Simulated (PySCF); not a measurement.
# FCI/6-31G run of AlH3 (SMILES [AlH3])

What is the vertical ionisation energy of AlH3 at FCI/6-31G? The job is set up through a Python script.

Program for the calculation: PySCF 2.14.0.

10 further runs of the same task are left out: 10 set aside as unsound or not needed.

## (1) The system as given

The species is AlH3 (4 atoms), meant as a singlet with charge 0. SMILES: `[AlH3]`. Geometry: relaxed at PBE0-D4/def2-TZVP.

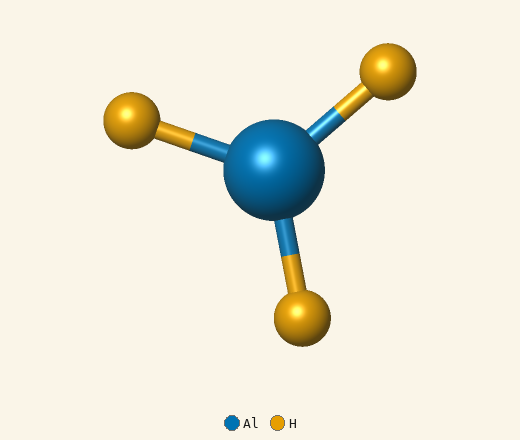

The structure, seen from a chosen angle (aluminium blue, hydrogen amber).

## (2) The energy at FCI/6-31G

job.py reads:

```python
# [AlH3]
from pyscf import gto, mcscf
from pyscf import fci

mol = gto.M(
    atom='Al 0.013700 -0.014800 -0.005100; H 0.633200 0.670900 1.283600; H -1.340800 -0.832000 0.105100; H 0.749400 0.115700 -1.403900',
    basis='6-31g',
    spin=0,
    verbose=3,
    max_memory=1860,
)

mf = mol.RHF()
mf.conv_tol = 1e-10
mf.kernel()
if not mf.converged:
    mf = mf.newton().run(mf.mo_coeff, mf.mo_occ)

cas = mcscf.CASCI(mf, mf.mo_coeff.shape[-1] - 5, (mol.nelec[0] - 5, mol.nelec[1] - 5))  # full CI above the frozen core
cas.fcisolver = fci.direct_spin0.FCI(mol)  # even spin states alone
cas.kernel()
print('<S^2> = %.4f' % cas.fcisolver.spin_square(cas.ci, cas.ncas, cas.nelecas)[0])
energy = cas.e_tot
print(f'total energy: {energy:.8f} hartree')
```

Launch:

```sh
$ OMP_NUM_THREADS=1 python job.py
```

The log of the run:

```text
converged SCF energy = -243.587911349469
CASCI E = -243.647924723219  E(CI) = -7.25281783215868  S^2 = 0.0000000
<S^2> = 0.0000
total energy: -243.64792472 hartree
```

Run time: 2.7 s. Hardware: 1 thread of Arm Neoverse V1, shared host; peak memory 0.14 GiB.

## (3) The doublet cation, same level

job.py reads:

```python
from pyscf import gto, mcscf

mol = gto.M(
    atom=[
    ('Al', (0.013700, -0.014800, -0.005100)),
    ('H', (0.633200, 0.670900, 1.283600)),
    ('H', (-1.340800, -0.832000, 0.105100)),
    ('H', (0.749400, 0.115700, -1.403900)),
],
    spin=1,
    verbose=3,
    basis='6-31g',
    max_memory=1860,
    charge=1,
)

hf = mol.ROHF()
hf.conv_tol = 1e-10
hf.kernel()
if not hf.converged:
    hf = hf.newton().run(hf.mo_coeff, hf.mo_occ)

cas = mcscf.CASCI(hf, hf.mo_coeff.shape[-1] - 5, (mol.nelec[0] - 5, mol.nelec[1] - 5))  # full CI above the frozen core
cas.fix_spin_(ss=0.75)
cas.kernel()
energy = cas.e_tot
print('E = %.10f Eh' % energy)
```

Launch:

```sh
$ OMP_NUM_THREADS=1 python job.py
```

The log of the run:

```text
converged SCF energy = -243.18988497016
CASCI E = -243.249628910583  E(CI) = -6.85435426910323  S^2 = 0.7500000
E = -243.2496289106 Eh
```

Wall time 1.9 s (1 thread of Arm Neoverse V1, shared host); peak memory 0.12 GiB.

## (4) Results

At FCI/6-31G, 5 core orbitals frozen:

| quantity | value |
| --- | --- |
| singlet AlH3: total energy | -243.64792 Eh |
| singlet AlH3: dipole moment (Hartree–Fock density) | 0.00 D |
| singlet AlH3: HOMO energy (Hartree–Fock orbitals) | -11.66 eV |
| singlet AlH3: LUMO energy (Hartree–Fock orbitals) | 0.76 eV |
| singlet AlH3: HOMO–LUMO gap (Hartree–Fock orbitals) | 12.42 eV |
| singlet AlH3: correlation energy (5 core orbitals frozen) | -60.0 mEh |
| doublet cation: total energy | -243.24963 Eh |
| doublet cation: correlation energy (5 core orbitals frozen) | -59.7 mEh |
| vertical ionisation energy (to the doublet cation) | 10.838 eV |

**Reading.** Removing an electron at fixed nuclei costs 10.84 eV (1046 kJ/mol). Mulliken charges (doublet cation) of the mean-field density run from -0.07 on H2 to +1.00 on Al1; they depend strongly on the basis.
